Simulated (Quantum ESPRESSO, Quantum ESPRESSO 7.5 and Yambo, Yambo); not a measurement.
# ZnSe (Stilleite): G0W0 with and without spin-orbit coupling

Is the spin-orbit change of the gap of ZnSe (Stilleite) the same in DFT and in GW?

Program: Quantum ESPRESSO 7.5 and Yambo 5.3.0. Level of theory: PBE and many-body steps on it, plane waves. Results are calculated unless marked as measured.

**Experimental background.**

- Gap 2.695 ± 0.003 eV: excitonic gap from free-exciton PL, not corrected for exciton binding; photoluminescence; 300 K; bulk crystal (Bridgman-grown crystal, polished and etched) (“Alloy Disordering Effects on the Thermal Conductivity and Energy Gap Temperature Dependence of Cd1−xZnxSe Ternary Crystals Grown by the Bridgman Method”, 2023, pmc:10253836).

### Step 1. Starting point

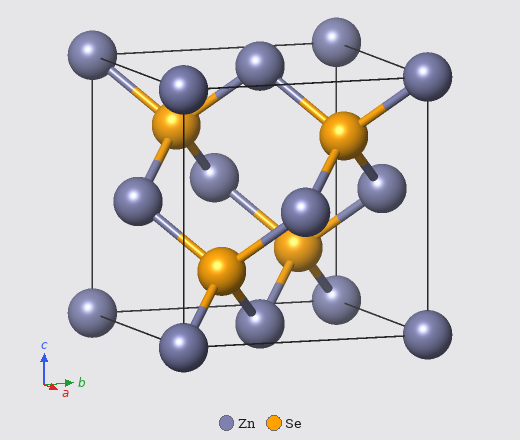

The cell as given, slightly off an axis (zinc blue, selenium orange). This picture shows the conventional cell, with its axes. Bonds to atoms that aren't drawn are left out. Some periodic images of atoms are drawn too.

The cell and positions come from the Crystallography Open Database and are kept as given unless a step says otherwise.

### Step 2. Empty states on the mesh, 4×4×4 mesh, 188 bands

This step: Quantum ESPRESSO 7.5; DFT, PBE, plane waves, norm-conserving pseudopotentials.

The sums over transitions need many empty states on a uniform mesh; this step solves for them.

pw.in reads:

```
&control
  calculation = 'nscf'
  prefix = 'x'
  outdir = 'o'
  pseudo_dir = 'pseudo'
/
&system
  ibrav = 0
  nat = 2
  ntyp = 2
  ecutwfc = 104.0
  nbnd = 188
  force_symmorphic = .true.
/
&electrons
  conv_thr = 1e-9
  electron_maxstep = 80
  diago_full_acc = .true.
  diago_thr_init = 5e-6
/
ATOMIC_SPECIES
  Zn 65.38 Zn.upf
  Se 78.971 Se.upf
CELL_PARAMETERS angstrom
  -0.0000000000 2.8338000000 2.8338000000
  2.8338000000 0.0000000000 2.8338000000
  2.8338000000 2.8338000000 -0.0000000000
ATOMIC_POSITIONS crystal
  Zn 0.0000000000 0.0000000000 0.0000000000
  Se 0.2500000000 0.2500000000 0.2500000000
K_POINTS automatic
  4 4 4 0 0 0
```

Launch:

```sh
> OMP_NUM_THREADS=1 mpirun -n 4 pw.x -nk 4 -in pw.in > pw.out
```

The log of the run:

```text
Program PWSCF v.7.5 starts

     This program is part of the open-source Quantum ESPRESSO suite
     for quantum simulation of materials; please cite
         "P. Giannozzi et al., J. Phys.:Condens. Matter 21 395502 (2009);
         "P. Giannozzi et al., J. Phys.:Condens. Matter 29 465901 (2017);
         "P. Giannozzi et al., J. Chem. Phys. 152 154105 (2020);
     in publications or presentations arising from this work. More details at

     Atomic positions and unit cell read from directory:
     o/x.save/

     Message from routine setup:
[...]
66.8190  66.8190  66.8650  68.6406  68.6406  68.7404  68.8674  68.8674
     [... 12 further rows ...]
   131.8041 131.8840 131.8840 132.8283 134.7933 134.7933 135.1357 135.1357
   136.3266 138.3823 140.1730 140.3448

          k = 0.3536 0.0000 0.0000 (  5457 PWs)   bands (ev):

     [... further k-points ...]

     highest occupied, lowest unoccupied level (ev):     8.7791   10.0703

     XML data file, pseudopotentials, collected wavefunctions

=------------------------------------------------------------------------------=
   JOB DONE.
=------------------------------------------------------------------------------=
```

The job ended after 9.6 s (4 MPI ranks of Intel Xeon 6975P-C (Granite Rapids), shared host; peak memory 0.6 GiB).

This step gave:

| Quantity | Value |
| --- | --- |
| gap | 1.291 eV |
| k of the valence top | 0, 0, 0 |
| k of the conduction bottom | 0, 0, 0 |
| least direct gap | 1.291 eV |
| k points computed | 8 |
| lowest point of the top converged band, above the valence top | 128.6643 eV |

On this mesh the gap is 1.291 eV.

The density comes from a self-consistent run that is not shown.

### Step 3. Conversion and set-up

This step: Yambo 5.3.0; conversion and set-up on PBE, plane waves, norm-conserving pseudopotentials.

The states are converted to the many-body program's format and the q mesh is built.

Launch:

```sh
> (cd o/x.save; p2y > p2y.log; mv SAVE ../..); yambo > setup.log
```

The log of the run:

```text
 Yambo, version 5.3.0

 [02] CORE Variables Setup
 =========================

  [02.01] Unit cells
  ==================

  Cell kind             :  FCC
  Atoms in the cell     :  Zn  Se
  number of Zn atoms    :  1
  number of Se atoms    :  1

  List of atomic masses
  Mass of Zn    :  65.38000
  Mass of Se    :  78.97100

  List of atomic coordinates    : [cc]
  Zn1       :  0.000000  0.000000  0.000000  order 1
  Se1       :  2.677553  2.677553  2.677553  order 2

  Alat factors          :  5.355106  5.355106  5.355106 [a.u.]
  Direct lattice volume :  307.1384 [a.u.]
[...]
==========================================

 IBZ Q-points                                      :   8
 BZ  Q-points                                      :   64

 K/Q-points units:
 rlu = crystal or reduced units; cc = cartesian coordinates; iku = interal k-units

 Q [1]          [rlu]:  0.000000  0.000000  0.000000
 Q [2]          [rlu]:  0.33641E-17  0.33641E-17  0.25000
 Q [3]          [rlu]: -0.67283E-17 -0.67283E-17 -0.50000
[...]
Q [7]          [rlu]: -0.12061E-16 -0.50000     -0.50000
 Q [8]          [rlu]:  0.250000 -0.500000 -0.250000

  [03.01] X indexes
  =================

   [03.01.01] Sigma indexes
   ========================

 [06] Game Over & Game summary
```

It took 2.9 s on 1 MPI rank; peak memory 0.26 GiB.

### Step 4. Scalar-relativistic

Now the one-shot GW correction: screening in the RPA, then the self-energy of the levels asked for.

This step: G0W0 on PBE, plane waves, norm-conserving pseudopotentials.

gw1.in reads:

```
HF_and_locXC
gw0
dyson
ppa
em1d
rim_cut
RandQpts= 1000000
RandGvec= 1 RL
EXXRLvcs= 104 Ry
VXCRLvcs= 416 Ry
Chimod= "HARTREE"
% BndsRnXp
 1 | 188 |
%
NGsBlkXp= 17 Ry
% LongDrXp
 1 | 1 | 1 |
%
% GbndRnge
 1 | 188 |
%
DysSolver= "n"
ExtendOut
PPAPntXp= 27.21138 eV
% QPkrange
 1 | 1 | 21 | 24 |
%
```

Launch:

```sh
> OMP_NUM_THREADS=1 mpirun -n 4 yambo -F gw1.in -J gw1 -C gw1 > gw1.log
```

The log of the run:

```text
 Yambo, version 5.3.0

 [02] CORE Variables Setup
 =========================

  [... cell, symmetries and grids as in the set-up ...]

  [02.05] Energies & Occupations
  ==============================

  [X] === General ===
  [X] Electronic Temperature                        :  0.000000  0.000000 [eV K]
  [X] Bosonic    Temperature                        :  0.000000  0.000000 [eV K]
  [X] Finite Temperature mode                       : no
  [X] El. density                                   :  0.96675E+24 [cm-3]
  [X] Fermi Level                                   :  8.779089 [eV]

  [X] === Gaps and Widths ===
  [X] Conduction Band Min                           :  1.291205 [eV]
  [X] Valence Band Max                              :  0.000000 [eV]
  [X] Filled Bands                                  :  22
  [X] Empty Bands                                   :   23  188
  [X] Direct Gap                                    :  1.291205 [eV]
  [X] Direct Gap localized at k                     :  1
  [X] Indirect Gap                                  :  1.291205 [eV]
  [X] Indirect Gap between kpts                     :  1  1
  [X] Last valence band width                       :  2.657666 [eV]
  [X] 1st conduction band width                     :  4.197883 [eV]

 [03] Transferred momenta grid and indexing
 ==========================================

 IBZ Q-points                                      :   8
 BZ  Q-points                                      :   64

 K/Q-points units:
 rlu = crystal or reduced units; cc = cartesian coordinates; iku = interal k-units

 Q [1]          [rlu]:  0.000000  0.000000  0.000000
 Q [2]          [rlu]:  0.33641E-17  0.33641E-17  0.25000
 Q [3]          [rlu]: -0.67283E-17 -0.67283E-17 -0.50000
 Q [4]          [rlu]:  0.60307E-17  0.25000      0.25000
 Q [5]          [rlu]:  0.33641E-17  0.25000      0.50000
 Q [6]          [rlu]: -0.67283E-17  0.25000     -0.25000
 Q [7]          [rlu]: -0.12061E-16 -0.50000     -0.50000
 Q [8]          [rlu]:  0.250000 -0.500000 -0.250000

 [04] Coloumb potential Random Integration (RIM)
 ===============================================

  [04.01] RIM initialization
  ==========================

  * Diagonal components only detected *

  8 x (sBL volume)        :  0.100952 [a.u.]
  sBZ random points       :  1000000
  Points outside the sBZ  :   7999624
  RL volume               :  0.807617 [a.u.]
  Integrated volume       :  0.807655 [a.u.]

  [04.02] RIM integrals
  =====================

  Gamma point sphere radius             :  0.084461 [a.u.]
  Points outside the sphere             :   799635
  [Int_sBZ(q=0) 1/q^2]*(Vol_sBZ)^(-1/3) =:  7.763403
                                 should be <:  7.795600

  Summary of Coulomb integrals for non-metallic bands |Q|[au] RIM/Bare

  Q [1] 0.100000E-4 0.995870 * Q [2] 0.254029 1.065611
  Q [4] 0.293327 1.063726 * Q [6] 0.414827 1.025826
  Q [5] 0.486428 1.019349 * Q [3] 0.508057 1.016307
  Q [7] 0.586654 1.012926 * Q [8] 0.655899 1.009939

 [05] Dipoles
 ============

  [05.01] Setup: observables and procedures
  =========================================

 [06] Dynamic Dielectric Matrix (PPA)
 ====================================

 [WR./gw1//ndb.pp]---------------------------------------------------------------
  Brillouin Zone Q/K grids (IBZ/BZ)                :    8   64    8   64
  RL vectors                                       :   6615 [WF]
  Coulomb cutoff potential                         : none
  Electronic Temperature                           :  0.000000 [K]
  Bosonic    Temperature                           :  0.000000 [K]
  PPA    diel. fun.  energies                      : Perdew, Burke & Ernzerhof(X)+Perdew, Burke & Ernzerhof(C)
  wavefunctions                                    : Perdew, Burke & Ernzerhof(X)+Perdew, Burke & Ernzerhof(C)
  Global Gauge                                     : length
  X matrix size                                    :   387
  X band range                                     :    1  188
  X e/h energy range                               : -1.000000 -1.000000 [eV]
  X Time ordering                                  : R
  X Hxc Kernel                                     : HARTREE
  X Drude frequency                                :  0.000000  0.000000
  X poles                                          :  100.0000 [o/o]
  RL vectors in the sum                            :   6615
  [r,Vnl] included                                 : yes
  Field direction                                  :  0.577350E-5  0.577350E-5  0.577350E-5
  BZ energy Double Grid                            : no
  BZ energy DbGd points                            : 0
  BZ Q point size factor                           : -1.000000
  X Optical Averaged directions                    : none

 [07] Local Exchange-Correlation + Non-Local Fock
 ================================================

 [VXC] Plane waves :   44039
 [EXS] Plane waves :   5601

 QP @ state[ 1 ] K range:  1  1
 QP @ state[ 1 ] b range:  21  24

 [xc] Functional : Perdew, Burke & Ernzerhof(X)+Perdew, Burke & Ernzerhof(C)
 [xc] LIBXC used to calculate xc functional
  PP Number of Atomic Species                      :  2
  NLCC RL compoments                               :   44039
  PP Number of Atomic Species                      :  2
  NLCC RL compoments                               :   44039

 [xc] E_xc :  -44.07142 [Ha]
      E_xc :  -88.14284 [Ry]

  Local XC kind (lXC) : Perdew, Burke & Ernzerhof(X)+Perdew, Burke & Ernzerhof(C)
  Non-Local XC kind (nlXC) : Hartree-Fock

  Corrections @ K [1] :  [eV]
 <21|nlXC|21> = -19.75015 -0.94184E-17 <21|lXC|21> = -17.09314  0.000000
 <22|nlXC|22> = -19.75018  0.86400E-17 <22|lXC|22> = -17.09314  0.000000
 <23|nlXC|23> = -8.897478 -0.41576E-17 <23|lXC|23> = -12.79076  0.000000
 <24|nlXC|24> = -6.292658 -0.92174E-18 <24|lXC|24> = -11.02908  0.94408E-16

 [08] Dyson equation: Newton solver
 ==================================

  [08.01] G0W0 (W PPA)
  ====================

  [  GW  ] Bands range     :    1  188
  [GW/PPA] G damping       :  0.100000 [eV]

  QP @ state[ 1 ] K range:  1  1
  QP @ state[ 1 ] b range:  21  24

   Sc/G bands                                       :    1  188
   Sc/G damping                                     :  0.100000 ev
   Sc bands terminator                              : no
   Sx RL components                                 :   5601

   QP @ state[ 1 ] K range                          :  1  1
   QP @ state[ 1 ] b range                          :  21  24
   GF energies kind                                 : Perdew, Burke & Ernzerhof(X)+Perdew, Burke & Ernzerhof(C)
   GF WF`s kind                                     : Perdew, Burke & Ernzerhof(X)+Perdew, Burke & Ernzerhof(C)
   Xs energies kind                                 : Perdew, Burke & Ernzerhof(X)+Perdew, Burke & Ernzerhof(C)
   Xs WF`s kind                                     : Perdew, Burke & Ernzerhof(X)+Perdew, Burke & Ernzerhof(C)

 [11] Game Over & Game summary
```

The job ended after 4.2 min (4 MPI ranks; peak memory 2.2 GiB; 17 min of CPU time).

This step gave:

* G0W0 gap on the points computed: 2.036 eV
* starting gap on the mesh: 1.291 eV
* k of the valence top: 0, 0, 0
* k of the conduction bottom: 0, 0, 0
* least direct G0W0 gap on the computed points: 2.036 eV
* Z at the valence top: 0.7960
* Z at the conduction bottom: 0.8130

The gap on the mesh goes from 1.29 eV to 2.04 eV, a correction of +0.74 eV.

### Step 5. Empty states on the mesh, 4×4×4 mesh, 376 bands

This step: Quantum ESPRESSO 7.5; DFT, PBE with spin-orbit coupling, plane waves, norm-conserving pseudopotentials.

Changes to pw.in since step 2:

```diff
@@ -11,4 +11,6 @@
   ecutwfc = 104.0
-  nbnd = 188
+  nbnd = 376
   force_symmorphic = .true.
+  noncolin = .true.
+  lspinorb = .true.
 /
```

Launch:

```sh
> OMP_NUM_THREADS=1 mpirun -n 4 pw.x -nk 4 -in pw.in > pw.out
```

The log of the run:

```text
[banner, memory and clock lines left out]
Program PWSCF v.7.5 starts

     Atomic positions and unit cell read from directory:
     o/x.save/

     Message from routine setup:
     using ibrav=0 with symmetry is DISCOURAGED, use correct ibrav instead

     G-vector sticks info

     bravais-lattice index     =            0
     lattice parameter (alat)  =       7.5733  a.u.
     unit-cell volume          =     307.1384 (a.u.)^3
     number of atoms/cell      =            2
     number of atomic types    =            2
     number of electrons       =        44.00
[...]
[... 35 further rows ...]
[...]
k =-0.3536-0.3536 0.3536 (  5480 PWs)   bands (ev):

  -198.3538-198.3538-141.8272-141.8272-135.9557-135.9557-135.9557-135.9557
  -116.4246-116.4246 -72.6620 -72.6620 -69.5972 -69.5972 -69.5972 -69.5972
[...]
[... 35 further rows ...]
   134.7672 134.7672 134.8238 134.8238 135.1199 135.1199 135.1563 135.1563
   136.3298 136.3298 138.3838 138.3838 140.1735 140.1735 140.3473 140.3473

          k = 0.3536 0.0000 0.0000 (  5457 PWs)   bands (ev):

     [... further k-points ...]

     highest occupied, lowest unoccupied level (ev):     8.9102   10.0771

     XML data file, pseudopotentials, collected wavefunctions
```

Wall time 55 s (4 MPI ranks); peak memory 1.7 GiB.

Numbers from this step:

* gap: 1.167 eV
* k of the valence top: 0, 0, 0
* k of the conduction bottom: 0, 0, 0
* least direct gap: 1.167 eV
* k points computed: 8
* lowest point of the top converged band, above the valence top: 128.5471 eV

On this mesh the gap is 1.167 eV.

The density comes from a self-consistent run that is not shown, made with spin-orbit coupling and fully relativistic files.

### Step 6. Conversion and set-up

This step: Yambo 5.3.0; conversion and set-up on PBE with spin-orbit coupling, plane waves, norm-conserving pseudopotentials.

Launch:

```sh
> (cd o/x.save; p2y > p2y.log; mv SAVE ../..); yambo > setup.log
```

The log of the run:

```text
 Yambo, version 5.3.0

 [02] CORE Variables Setup
 =========================

  [02.01] Unit cells
  ==================

  Cell kind             :  FCC
  Atoms in the cell     :  Zn  Se
  number of Zn atoms    :  1
  number of Se atoms    :  1

  List of atomic masses
  Mass of Zn    :  65.38000
  Mass of Se    :  78.97100

  List of atomic coordinates    : [cc]
  Zn1       :  0.000000  0.000000  0.000000  order 1
  Se1       :  2.677553  2.677553  2.677553  order 2

  Alat factors          :  5.355106  5.355106  5.355106 [a.u.]
  Direct lattice volume :  307.1384 [a.u.]
[...]
==========================================

 IBZ Q-points                                      :   8
 BZ  Q-points                                      :   64

 K/Q-points units:
 rlu = crystal or reduced units; cc = cartesian coordinates; iku = interal k-units

 Q [1]          [rlu]:  0.000000  0.000000  0.000000
 Q [2]          [rlu]:  0.33641E-17  0.33641E-17  0.25000
 Q [3]          [rlu]: -0.67283E-17 -0.67283E-17 -0.50000
[...]
Q [7]          [rlu]: -0.12061E-16 -0.50000     -0.50000
 Q [8]          [rlu]:  0.250000 -0.500000 -0.250000

  [03.01] X indexes
  =================

   [03.01.01] Sigma indexes
   ========================

 [06] Game Over & Game summary
```

Run time: 3.9 s. Hardware: 1 MPI rank; peak memory 0.26 GiB.

(Part 1 of 2 ends here.)

[Paths, hosts, dates, memory and timing lines, banners, echoed tables and standing remarks are left out of the program output.]

[Logs are printed without paths, hosts, clocks, repeated set-up lines and the standing remarks that a program may print on its own settings, such as how far it seeks lower states.]

[Runs of the session that timed out or met a known fault of the program may be left out.]

[Hosts, paths, dates, database ids (printed as entryN), source tags and the programs' standing remarks are cut or masked in the printed files.]
